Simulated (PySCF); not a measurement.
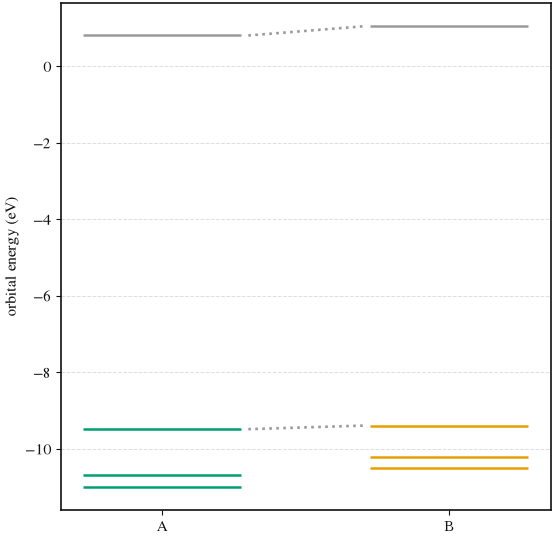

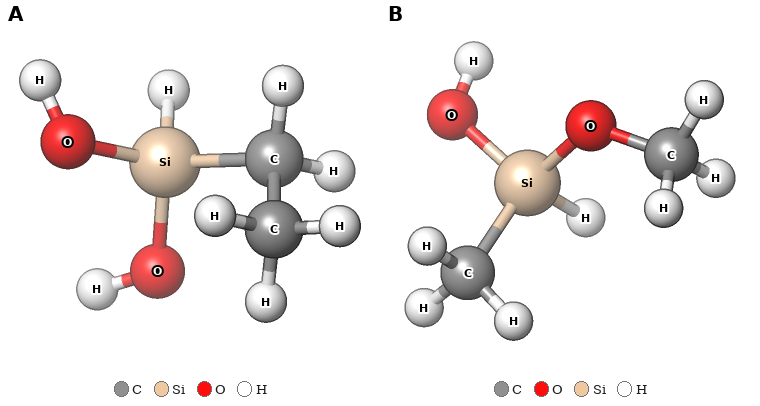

Related molecules: A is C₂H₈O₂Si, SMILES CC[SiH](O)O; B is C₂H₈O₂Si, SMILES CO[Si@@H](C)O. Frontier orbital energies, CAM-B3LYP/def2-SVPD, PySCF 2.14.0, at a PBE0-D3(BJ)/def2-SVP geometry (no frequency check); drawn are at most three filled levels and, in grey, the LUMO with any level within 0.03 eV of it; dotted lines join the HOMOs and the LUMOs.

### What does the change do to the frontier levels?

From A to B the HOMO rises by 0.09 eV and the LUMO rises by 0.24 eV, so the separation goes from 10.29 to 10.44 eV.

### Does the ΔSCF ionisation energy follow the HOMO?

A: −ε(HOMO) 9.49, ΔSCF 10.37 eV; B: −ε(HOMO) 9.40, ΔSCF 10.26 eV.

Limits of at least one run: empty levels above zero depend strongly on the basis; one conformer of a flexible molecule.
